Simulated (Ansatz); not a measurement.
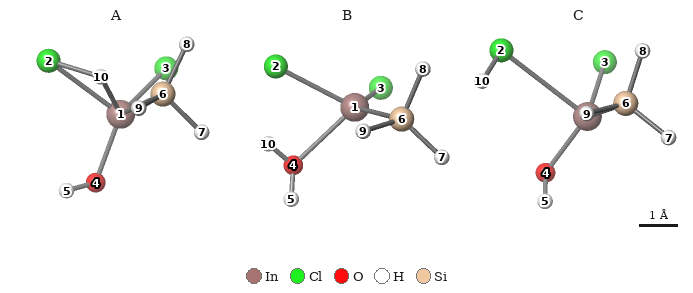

3 geometries from a converged minimum-energy path of InSiH5OCl2, made up at the start of InHOCl2 and SiH$_{4}$, shuffled. Style: ball-and-stick. Shown from a free direction.

Theory: RKS B3LYP-D4/def2-SVP in Ansatz. Run with 9 movable images; climbing image; force threshold 0.05 eV/Å; iteration limit 60; starting path through a guess of the saddle point.

Q: One of them is the converged climbing image. Which?

A: A. In order along the path, whose images run from 0 to 10: A (image 3, +1.67 eV), C (image 6, +0.63 eV), B (image 9, −0.84 eV). Breaking: Si6–H10 (1.51 → 1.90 at the top → 4.45 Å). Forming: In1–Si6 (3.51 → 2.81 at the top → 2.57 Å), O4–H10 (3.20 → 3.56 at the top → 0.98 Å).

Limits of the set-up: the start holds two separate molecules, 2.3 Å apart at their closest, whose relative position is a soft coordinate.
